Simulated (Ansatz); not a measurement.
# How BP (F-43m) expands on warming, part 2 of 3

How much does BP expand with temperature?

Measurements to reproduce:
- volume expansion coefficient 9.6 1e-6/K near room temperature (given in “Thermal expansion coefficients of high thermal conducting BAs and BP materials (three times its linear coefficient)”, 2019, arxiv:1906.04101)

Ansatz 0.2.0; DFT LDA, scalar-relativistic, plane waves, PAW.

So far. Step 4 (Relaxing to small residual forces and stress): The residual pressure is 0.0015 GPa, small enough for phonons. Step 5 (A new level, relaxed again): The residual pressure is -0.0051 GPa, small enough for phonons. The relaxed cell has a = 4.490 Å (conventional setting).

**6. The quasi-harmonic study, cutoff 550 eV, k-mesh 12×12×12**

Thermal expansion follows from how the free energy of the vibrations (and of the electrons in a metal) changes with strain, so the program makes strained cells, their phonons and a fit in one run.

The input, input.yaml:

```yaml
crystal:
  lattice:
    - [0.0, 2.2451932682, 2.2451932682]
    - [2.2451932682, 0.0, 2.2451932682]
    - [2.2451932682, 2.2451932682, 0.0]
  atoms:
    - { symbol: B, position: [0.0, 0.0, 0.0] }
    - { symbol: P, position: [0.25, 0.25, 0.25] }
kpoints:
  mp_grid: { grid: [12, 12, 12] }
hamiltonian:
  xc: lda
scf:
  occupations: { method: fixed }
output:
  eigenvalues: true
basis:
  ecutwfc: 550.0
phonons:
  method: dfpt
  qmesh: [4, 4, 4]
  temperatures: { t_max: 800.0, t_step: 50 }
  thermal_expansion: {}
```

The run is started by

```sh
> ansatz run input.yaml --threads 4 --pin off --max-ram 8192MiB --backend cpu --events-out ev --progress --plain --runs-dir out
```

Numbers of over 12 decimals in the logs are rounded to 6 here.

The program printed:

```text
Warning: phonons: the dynamical matrix that this run interpolates holds no multipole term above the dipole-dipole one, and a site of this crystal is no centre of inversion, so its interpolated transverse optical and acoustic branches and sound speeds can stay off near Gamma, and the density of states and the thermodynamics with them. What a run solves at a wave vector of phonons.qpoints, Gamma apart, where the deck admits one, is free of this, and under fd what a larger phonons.supercell samples
[...]
Crystal: 2 atoms, lattice volume = 22.636 Å³
Basis set: ecut = 550 eV, 645 PW (Γ), exchange–correlation on 50×50×50 points (8 copies of the dense FFT grid, shifted against one another)
Bands: 8, of which v1, the nominal top of the filled ones, is band 4 counted from 1 (3 counted from 0)
Symmetry: 24 space group operations
[...]
k-points: 72 of 1728 (time reversal used)
[...]
SCF iter   1: F=—  HF=-876.641621 eV  |F-HF|=—  |Δ(HF+E_count)|=         —  Δρ=5.42e-3  dr2=5.11e-3  ethr=1.77e-3  ⟨swp⟩=5.1  Hψ=4220  notcnv=0  defer=133
[...]
SCF iter   8: F=-876.640512 eV  HF=-876.640512 eV  |F-HF|=7.16e-12  |Δ(HF+E_count)|=  2.77e-11  Δρ=1.98e-7  dr2=9.98e-12  ethr=1.00e-12  ⟨swp⟩=10.4  Hψ=4010  notcnv=0
SCF 1 converged in 8 iterations: F = -876.640512 eV  dr2 = 9.98e-12
[...]
relax step   1: F+E_penalty+E_count = -876.64051203 eV  Δ(F+E_penalty+E_count) = +0.000e0 eV  max|allowed force component| = 3.423e-16 eV/Å  Δτ_max = 0.0000 Å  (8 SCF iters, accepted)
SCF converged after 8 iterations
Free energy (F): -876.640512 eV
[...]
Internal energy: -876.640512 eV  (E = F + TS)
E sigma→0 (E₀):  -876.640512 eV
Fermi energy:    9.489168 eV
[...]
--- Stress (GPa, compression-positive) ---
       -0.005118      -0.000000      -0.000000
        0.000000      -0.005118       0.000000
       -0.000000       0.000000      -0.005118
  P = ⅓ Tr σ = -0.0051 GPa (-0.051 kbar)
--- Band table (eV; the first three rows and the last of 72) ---
[...]
── thermal expansion: 3 new cells, 3 in all ──
thermal expansion: relaxation of cell 2
thermal expansion: relaxation of cell 3
── thermal expansion: 2 new cells, 5 in all ──
thermal expansion: relaxation of cell 4
thermal expansion: lower-state search of cell 4
thermal expansion: phonons of cell 4
thermal expansion: relaxation of cell 5
thermal expansion: phonons of cell 5
── thermal expansion: 5 new cells, 10 in all ──
thermal expansion: relaxation of cell 6
thermal expansion: relaxation of cell 7
thermal expansion: relaxation of cell 8
thermal expansion: relaxation of cell 9
thermal expansion: relaxation of cell 10
thermal expansion: phonons of cell 6
thermal expansion: phonons of cell 7
--- Relaxed structure (1 steps of the walk, 1 accepted, 0 SCFs on fresh bases) ---
  F+E_penalty+E_count = -876.64051203 eV   max|allowed force component| = 3.423e-16 eV/Å
  atoms:
    - { symbol: B, position: [0.0, 0.0, 0.0] }
    - { symbol: P, position: [0.25, 0.25, 0.25] }
--- Thermal expansion: 10 cells in 3 rounds, 0 GPa ---
  no lower state was reached at cell 4
  without vibrations: a 3.17515, b 3.17515, c 3.17515 Å, V 22.6349 Å³, B 175.78 GPa
  at 0 K: a 3.18415, b 3.18415, c 3.18415 Å, V 22.8279 Å³, B 172.28 GPa
  zero-point expansion: a +0.283, b +0.283, c +0.283, V +0.853 %
      T/K        a/Å        b/Å        c/Å       V/Å³ | expansion of a, b, c, V (1e-6/K)   | that of V in the mean from 25 °C | C_P, C_V (J/mol K of the cell) | B_T, B_S (GPa)
     0.00    3.18415    3.18415    3.18415    22.8279 |    0.00    0.00    0.00    0.00 |    3.09 |     0.000     0.000 |   172.28   172.28
   100.00    3.18417    3.18417    3.18417    22.8284 |    0.28    0.28    0.28    0.85 |    4.53 |     5.891     5.891 |   172.24   172.24
   200.00    3.18444    3.18444    3.18444    22.8341 |    1.50    1.50    1.50    4.49 |    6.62 |    18.868    18.859 |   171.89   171.97
   298.15    3.18513    3.18513    3.18513    22.8489 |    2.88    2.88    2.88    8.63 |       - |    29.075    29.022 |   171.15   171.46
   350.00    3.18565    3.18565    3.18565    22.8602 |    3.46    3.46    3.46   10.38 |    9.54 |    33.012    32.923 |   170.66   171.12
   450.00    3.18690    3.18690    3.18690    22.8870 |    4.29    4.29    4.29   12.87 |   10.98 |    38.367    38.193 |   169.62   170.39
   550.00    3.18836    3.18836    3.18836    22.9185 |    4.84    4.84    4.84   14.51 |   12.09 |    41.757    41.488 |   168.49   169.59
   650.00    3.18996    3.18996    3.18996    22.9532 |    5.21    5.21    5.21   15.64 |   12.97 |    43.990    43.622 |   167.33   168.74
   750.00    3.19167    3.19167    3.19167    22.9901 |    5.49    5.49    5.49   16.46 |   13.67 |    45.530    45.062 |   166.13   167.86
   800.00    3.19256    3.19256    3.19256    23.0092 |    5.60    5.60    5.60   16.79 |   13.98 |    46.127    45.609 |   165.53   167.41
  the static fit leaves 0.000 meV an atom of the energies and, of the stresses, 0.000 GPa of each cell's largest along a strain (root mean squares over the cells), whose Pulay part it has at -0.013 GPa
  vibrations' free energy: its fit passes through its cells
  the electrons' free energy at temperature is not in it: every band gap is over 0.83 eV
  free energies summed between the sampled wave vectors
  estimated error of the fitted expansion in any direction: up to 0.025e-6/K, at 800 K, with few degrees of freedom (an estimate, not a bound: it was exceeded on models of known expansion)
  by sums over the sampled wave vectors an expansion of the volume parts by up to 0.34e-6/K
  by a static energy of one degree less an expansion of the volume parts by up to 0.00e-6/K
  band gaps on the cells' k-points are 1.107 to 1.187 eV
```

Run time: 11 min. Hardware: 4 threads of Arm Neoverse N1, shared host; peak memory 1.3 GiB.

Numbers from this step:

- pressure: -0.005118 GPa
- volume expansion coefficient at 298 K: 8.632 1e-6/K
- C_P at 298 K: 14.54 J/mol-atom/K
- entropy at 298 K: 9.889 J/mol-atom/K
- isothermal bulk modulus at 298 K: 171.2 GPa
- Grüneisen parameter at 298 K: 0.7004
- volume at 298 K: 11.42 Å³/atom
- principal linear expansion coefficients at 298 K: 2.877, 2.877, 2.877 1e-6/K

Strained cells of the study; zero-point energy where phonons were solved; the pressures are stresses at a fixed cutoff and can carry an offset from the finite basis. Expansion cells, by row:

```tsv
cell	|a| (Å)	|b| (Å)	|c| (Å)	V (Å³/atom)	E - E_lowest (meV/atom)	pressure, compression positive (GPa)	gap (eV)	zero-point energy (meV/atom)
1	3.175	3.175	3.175	11.32	0	-0.018	1.145	-
2	3.201	3.201	3.201	11.59	3.506	-4.034	1.175	-
3	3.15	3.15	3.15	11.05	3.589	4.376	1.114	-
4	3.175	3.175	3.175	11.32	0	-0.043	1.145	102.8
5	3.191	3.191	3.191	11.49	1.409	-2.598	1.164	101.2
6	3.183	3.183	3.183	11.4	0.365	-1.345	1.154	102
7	3.199	3.199	3.199	11.58	3.161	-3.839	1.173	100.4
8	3.144	3.144	3.144	10.99	5.594	5.517	1.107	-
9	3.16	3.16	3.16	11.15	1.37	2.66	1.126	-
10	3.211	3.211	3.211	11.71	7.031	-5.616	1.187	-
```

Quasi-harmonic; a, b, c are the run's own cell vectors. Expansion, by row:

```tsv
T (K)	a (Å)	b (Å)	c (Å)	alpha (deg)	beta (deg)	gamma (deg)	cell volume (Å³/cell)	alpha_a (1e-6/K)	alpha_b (1e-6/K)	alpha_c (1e-6/K)	alpha_V (1e-6/K)	C_P (J/mol-atom/K)	C_V (J/mol-atom/K)	S (J/mol-atom/K)	B_T (GPa)	B_S (GPa)	Grueneisen	extrapolation	fit error (1e-6/K)
0	3.184	3.184	3.184	60	60	60	22.83	0	0	0	0	0	0	0	172.3	172.3	-	0	0
50	3.184	3.184	3.184	60	60	60	22.83	0.04	0.04	0.04	0.11	0.385	0.385	0.107	172.3	172.3	0.335	0	0
100	3.184	3.184	3.184	60	60	60	22.83	0.28	0.28	0.28	0.85	2.946	2.946	1.053	172.2	172.2	0.343	0	0
150	3.184	3.184	3.184	60	60	60	22.83	0.8	0.8	0.8	2.39	6.252	6.251	2.871	172.1	172.1	0.453	0	0
200	3.184	3.184	3.184	60	60	60	22.83	1.5	1.5	1.5	4.49	9.434	9.429	5.111	171.9	172	0.563	0	0
250	3.185	3.185	3.185	60	60	60	22.84	2.23	2.23	2.23	6.7	12.26	12.25	7.528	171.6	171.7	0.645	0	0.01
298.1	3.185	3.185	3.185	60	60	60	22.85	2.88	2.88	2.88	8.63	14.54	14.51	9.889	171.2	171.5	0.7	0	0.01
300	3.185	3.185	3.185	60	60	60	22.85	2.9	2.9	2.9	8.7	14.62	14.59	9.979	171.1	171.4	0.702	0	0.01
350	3.186	3.186	3.186	60	60	60	22.86	3.46	3.46	3.46	10.38	16.51	16.46	12.38	170.7	171.1	0.741	0	0.01
400	3.186	3.186	3.186	60	60	60	22.87	3.92	3.92	3.92	11.76	18	17.94	14.69	170.2	170.8	0.768	0	0.01
450	3.187	3.187	3.187	60	60	60	22.89	4.29	4.29	4.29	12.87	19.18	19.1	16.88	169.6	170.4	0.788	0	0.01
500	3.188	3.188	3.188	60	60	60	22.9	4.59	4.59	4.59	13.77	20.12	20.01	18.95	169.1	170	0.802	0	0.01
550	3.188	3.188	3.188	60	60	60	22.92	4.84	4.84	4.84	14.51	20.88	20.74	20.9	168.5	169.6	0.814	0	0.01
600	3.189	3.189	3.189	60	60	60	22.94	5.04	5.04	5.04	15.13	21.49	21.33	22.75	167.9	169.2	0.822	0	0.01
650	3.19	3.19	3.19	60	60	60	22.95	5.21	5.21	5.21	15.64	22	21.81	24.49	167.3	168.7	0.829	0	0.01
700	3.191	3.191	3.191	60	60	60	22.97	5.36	5.36	5.36	16.08	22.41	22.2	26.13	166.7	168.3	0.835	0	0.01
750	3.192	3.192	3.192	60	60	60	22.99	5.49	5.49	5.49	16.46	22.77	22.53	27.69	166.1	167.9	0.84	0	0.02
800	3.193	3.193	3.193	60	60	60	23.01	5.6	5.6	5.6	16.79	23.06	22.8	29.17	165.5	167.4	0.844	0	0.03
```

Expansion coefficient against temperature; values in 1e-6/K:

```tsv
temperature (K)	volume	principal 1
0	0	0
50	0.11	0.04
100	0.85	0.28
150	2.39	0.8
200	4.49	1.5
250	6.7	2.23
298	8.63	2.88
300	8.7	2.9
350	10.4	3.46
400	11.8	3.92
450	12.9	4.29
500	13.8	4.59
550	14.5	4.84
600	15.1	5.04
650	15.6	5.21
700	16.1	5.36
750	16.5	5.49
800	16.8	5.6
```

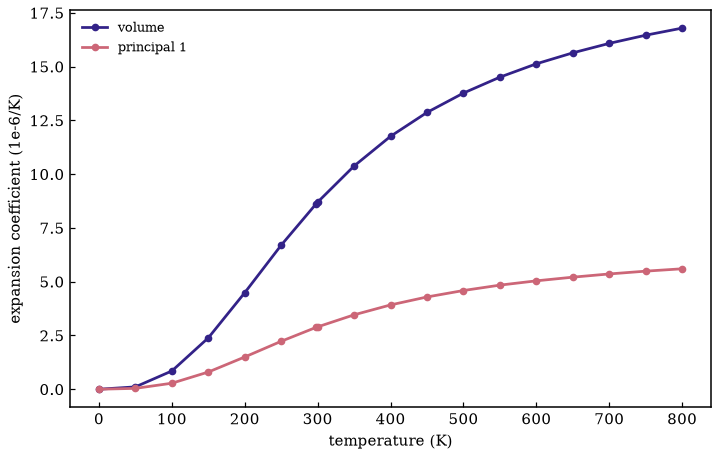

Expansion coefficient, plotted against temperature.

At 298 K the volume expansion is 8.63 × 10⁻⁶/K and B_T is 171 GPa.

**7. Phonons on strained cells, cutoff 487.2 eV, k-mesh 20×20×20**

The study relaxes the crystal at several strains, solves the phonons on some of them and minimises the free energy at each temperature (static energy, vibrations, the electrons in a metal, and PV under a set pressure); the q-mesh sets how far the force constants reach.

input.yaml, the sections that differ from step 6:

```yaml
crystal:
  lattice:
    - [0.0, 2.2452187559, 2.2452187559]
    - [2.2452187559, 0.0, 2.2452187559]
    - [2.2452187559, 2.2452187559, 0.0]
  atoms:
    - { symbol: B, position: [0.0, 0.0, 0.0] }
    - { symbol: P, position: [0.25, 0.25, 0.25] }
kpoints:
  mp_grid: { grid: [20, 20, 20] }
# hamiltonian, scf, output, phonons: as in step 6
# basis: removed
```

The program printed:

```text
[...]
Crystal: 2 atoms, lattice volume = 22.636 Å³
Basis set: ecut = 487.2 eV, 537 PW (Γ), exchange–correlation on 48×48×48 points (8 copies of the dense FFT grid, shifted against one another)
Bands: 8, of which v1, the nominal top of the filled ones, is band 4 counted from 1 (3 counted from 0)
Symmetry: 24 space group operations
[...]
k-points: 256 of 8000 (time reversal used)
[...]
SCF iter   1: F=—  HF=-876.641306 eV  |F-HF|=—  |Δ(HF+E_count)|=         —  Δρ=5.41e-3  dr2=5.11e-3  ethr=1.77e-3  ⟨swp⟩=5.1  Hψ=15067  notcnv=0  defer=484
[...]
SCF iter   8: F=-876.640193 eV  HF=-876.640193 eV  |F-HF|=7.96e-12  |Δ(HF+E_count)|=  1.76e-11  Δρ=2.06e-7  dr2=1.07e-11  ethr=1.00e-12  ⟨swp⟩=10.5  Hψ=14420  notcnv=0
SCF 1 converged in 8 iterations: F = -876.640193 eV  dr2 = 1.07e-11
[...]
relax step   1: F+E_penalty+E_count = -876.64019261 eV  Δ(F+E_penalty+E_count) = +0.000e0 eV  max|allowed force component| = 3.793e-16 eV/Å  Δτ_max = 0.0000 Å  (8 SCF iters, accepted)
SCF converged after 8 iterations
Free energy (F): -876.640193 eV
[...]
Internal energy: -876.640193 eV  (E = F + TS)
E sigma→0 (E₀):  -876.640193 eV
Fermi energy:    9.488686 eV
[...]
--- Stress (GPa, compression-positive) ---
       -0.012069       0.000000      -0.000000
       -0.000000      -0.012069       0.000000
       -0.000000       0.000000      -0.012069
  P = ⅓ Tr σ = -0.0121 GPa (-0.121 kbar)
--- Band table (eV; the first three rows and the last of 256) ---
[...]
── thermal expansion: 3 new cells, 3 in all ──
thermal expansion: relaxation of cell 2
thermal expansion: relaxation of cell 3
── thermal expansion: 2 new cells, 5 in all ──
thermal expansion: relaxation of cell 4
thermal expansion: lower-state search of cell 4
thermal expansion: phonons of cell 4
thermal expansion: relaxation of cell 5
thermal expansion: phonons of cell 5
── thermal expansion: 5 new cells, 10 in all ──
thermal expansion: relaxation of cell 6
thermal expansion: relaxation of cell 7
thermal expansion: relaxation of cell 8
thermal expansion: relaxation of cell 9
thermal expansion: relaxation of cell 10
thermal expansion: phonons of cell 6
thermal expansion: phonons of cell 7
--- Relaxed structure (1 steps of the walk, 1 accepted, 0 SCFs on fresh bases) ---
  F+E_penalty+E_count = -876.64019261 eV   max|allowed force component| = 3.793e-16 eV/Å
  atoms:
    - { symbol: B, position: [0.0, 0.0, 0.0] }
    - { symbol: P, position: [0.25, 0.25, 0.25] }
--- Thermal expansion: 10 cells in 3 rounds, 0 GPa ---
  no lower state was reached at cell 4
  without vibrations: a 3.17515, b 3.17515, c 3.17515 Å, V 22.6348 Å³, B 175.75 GPa
  at 0 K: a 3.18415, b 3.18415, c 3.18415 Å, V 22.8278 Å³, B 172.26 GPa
  zero-point expansion: a +0.284, b +0.284, c +0.284, V +0.853 %
[...]
0.00    3.18415    3.18415    3.18415    22.8278 |    0.00    0.00    0.00    0.00 |    3.09 |     0.000     0.000 |   172.26   172.26
   100.00    3.18417    3.18417    3.18417    22.8283 |    0.28    0.28    0.28    0.85 |    4.54 |     5.891     5.891 |   172.22   172.22
   200.00    3.18444    3.18444    3.18444    22.8340 |    1.50    1.50    1.50    4.49 |    6.63 |    18.868    18.859 |   171.87   171.95
   298.15    3.18513    3.18513    3.18513    22.8489 |    2.88    2.88    2.88    8.64 |       - |    29.075    29.023 |   171.13   171.44
   350.00    3.18565    3.18565    3.18565    22.8602 |    3.46    3.46    3.46   10.39 |    9.55 |    33.012    32.923 |   170.65   171.11
   450.00    3.18690    3.18690    3.18690    22.8870 |    4.29    4.29    4.29   12.88 |   10.99 |    38.367    38.193 |   169.60   170.38
   550.00    3.18836    3.18836    3.18836    22.9185 |    4.84    4.84    4.84   14.52 |   12.10 |    41.758    41.488 |   168.48   169.57
   650.00    3.18997    3.18997    3.18997    22.9532 |    5.22    5.22    5.22   15.65 |   12.97 |    43.991    43.622 |   167.31   168.72
   750.00    3.19168    3.19168    3.19168    22.9901 |    5.49    5.49    5.49   16.47 |   13.68 |    45.530    45.062 |   166.12   167.84
   800.00    3.19256    3.19256    3.19256    23.0093 |    5.60    5.60    5.60   16.80 |   13.99 |    46.127    45.609 |   165.52   167.40
[...]
vibrations' free energy: its fit passes through its cells
  the electrons' free energy at temperature is not in it: every band gap is over 0.83 eV
  free energies summed between the sampled wave vectors
[...]
band gaps on the cells' k-points are 1.116 to 1.190 eV
```

The job ended after 36 min (4 threads; peak memory 4 GiB).

Numbers from this step:

- pressure: -0.01207 GPa
- gap on the k-mesh: 1.151 eV
- volume expansion coefficient at 298 K: 8.638 1e-6/K
- isothermal bulk modulus at 298 K: 171.1 GPa
- Grüneisen parameter at 298 K: 0.7008
- principal linear expansion coefficients at 298 K: 2.879, 2.879, 2.879 1e-6/K

Strained cells of the study; zero-point energy where phonons were solved; the pressures are stresses at a fixed cutoff and can carry an offset from the finite basis. Expansion cells, by row:

```tsv
cell	|a| (Å)	|b| (Å)	|c| (Å)	V (Å³/atom)	E - E_lowest (meV/atom)	pressure, compression positive (GPa)	gap (eV)	zero-point energy (meV/atom)
1	3.175	3.175	3.175	11.32	0	-0.032	1.151	-
2	3.201	3.201	3.201	11.59	3.518	-4.047	1.179	-
3	3.15	3.15	3.15	11.05	3.576	4.36	1.123	-
4	3.175	3.175	3.175	11.32	0	-0.05	1.151	102.8
5	3.191	3.191	3.191	11.49	1.409	-2.604	1.169	101.2
6	3.183	3.183	3.183	11.4	0.366	-1.352	1.16	102
7	3.199	3.199	3.199	11.58	3.165	-3.847	1.177	100.4
8	3.144	3.144	3.144	10.99	5.594	5.51	1.116	-
9	3.16	3.16	3.16	11.15	1.371	2.653	1.134	-
10	3.211	3.211	3.211	11.71	7.039	-5.625	1.19	-
```

Quasi-harmonic; a, b, c are the run's own cell vectors. Expansion, by row:

```tsv
T (K)	a (Å)	b (Å)	c (Å)	alpha (deg)	beta (deg)	gamma (deg)	cell volume (Å³/cell)	alpha_a (1e-6/K)	alpha_b (1e-6/K)	alpha_c (1e-6/K)	alpha_V (1e-6/K)	C_P (J/mol-atom/K)	C_V (J/mol-atom/K)	S (J/mol-atom/K)	B_T (GPa)	B_S (GPa)	Grueneisen	extrapolation	fit error (1e-6/K)
0	3.184	3.184	3.184	60	60	60	22.83	0	0	0	0	0	0	0	172.3	172.3	-	0	0
50	3.184	3.184	3.184	60	60	60	22.83	0.04	0.04	0.04	0.11	0.385	0.385	0.107	172.2	172.2	0.335	0	0
100	3.184	3.184	3.184	60	60	60	22.83	0.28	0.28	0.28	0.85	2.945	2.945	1.052	172.2	172.2	0.343	0	0
150	3.184	3.184	3.184	60	60	60	22.83	0.8	0.8	0.8	2.39	6.252	6.251	2.87	172.1	172.1	0.453	0	0
200	3.184	3.184	3.184	60	60	60	22.83	1.5	1.5	1.5	4.49	9.434	9.429	5.111	171.9	171.9	0.563	0	0
250	3.185	3.185	3.185	60	60	60	22.84	2.24	2.24	2.24	6.71	12.26	12.25	7.528	171.5	171.7	0.646	0	0.01
298.1	3.185	3.185	3.185	60	60	60	22.85	2.88	2.88	2.88	8.64	14.54	14.51	9.889	171.1	171.4	0.701	0	0.01
300	3.185	3.185	3.185	60	60	60	22.85	2.9	2.9	2.9	8.71	14.62	14.59	9.979	171.1	171.4	0.703	0	0.01
350	3.186	3.186	3.186	60	60	60	22.86	3.46	3.46	3.46	10.39	16.51	16.46	12.38	170.7	171.1	0.741	0	0.01
400	3.186	3.186	3.186	60	60	60	22.87	3.92	3.92	3.92	11.76	18	17.94	14.69	170.1	170.8	0.769	0	0.01
450	3.187	3.187	3.187	60	60	60	22.89	4.29	4.29	4.29	12.88	19.18	19.1	16.88	169.6	170.4	0.788	0	0.01
500	3.188	3.188	3.188	60	60	60	22.9	4.59	4.59	4.59	13.78	20.12	20.01	18.95	169.1	170	0.803	0	0.01
550	3.188	3.188	3.188	60	60	60	22.92	4.84	4.84	4.84	14.52	20.88	20.74	20.9	168.5	169.6	0.814	0	0.01
600	3.189	3.189	3.189	60	60	60	22.94	5.05	5.05	5.05	15.14	21.49	21.33	22.75	167.9	169.2	0.823	0	0.01
650	3.19	3.19	3.19	60	60	60	22.95	5.22	5.22	5.22	15.65	22	21.81	24.49	167.3	168.7	0.83	0	0.01
700	3.191	3.191	3.191	60	60	60	22.97	5.36	5.36	5.36	16.09	22.41	22.2	26.13	166.7	168.3	0.836	0	0.01
750	3.192	3.192	3.192	60	60	60	22.99	5.49	5.49	5.49	16.47	22.77	22.53	27.69	166.1	167.8	0.841	0	0.02
800	3.193	3.193	3.193	60	60	60	23.01	5.6	5.6	5.6	16.8	23.06	22.8	29.17	165.5	167.4	0.845	0	0.03
```

The expansion coefficient by temperature; values in 1e-6/K:

```tsv
temperature (K)	volume	principal 1
0	0	0
50	0.11	0.04
100	0.85	0.28
150	2.39	0.8
200	4.49	1.5
250	6.71	2.24
298	8.64	2.88
300	8.71	2.9
350	10.4	3.46
400	11.8	3.92
450	12.9	4.29
500	13.8	4.59
550	14.5	4.84
600	15.1	5.05
650	15.7	5.22
700	16.1	5.36
750	16.5	5.49
800	16.8	5.6
```

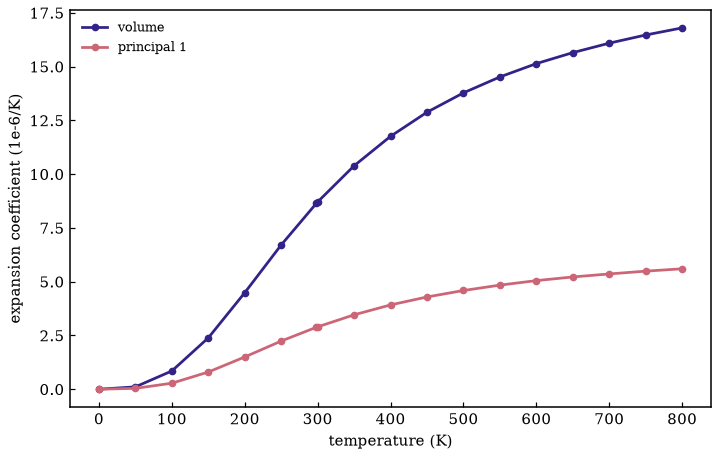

Expansion coefficient, plotted against temperature.

Changing the k-mesh (12×12×12 → 20×20×20) and the cutoff (550 → 487.2 eV) takes the volume expansion at 298 K from 8.63 to 8.64 × 10⁻⁶/K and B_T from 171 to 171 GPa.

(Part 2 of 3 ends here.)

[Logs are printed without paths, hosts, clocks, repeated set-up lines and the standing remarks that a program may print on its own settings, such as how far it seeks lower states.]

[Hosts, paths, dates, database ids (printed as entryN), source tags and the programs' standing remarks are cut or masked in the printed files.]

[A step with changed settings may run another functional than the one named; its input shows which.]
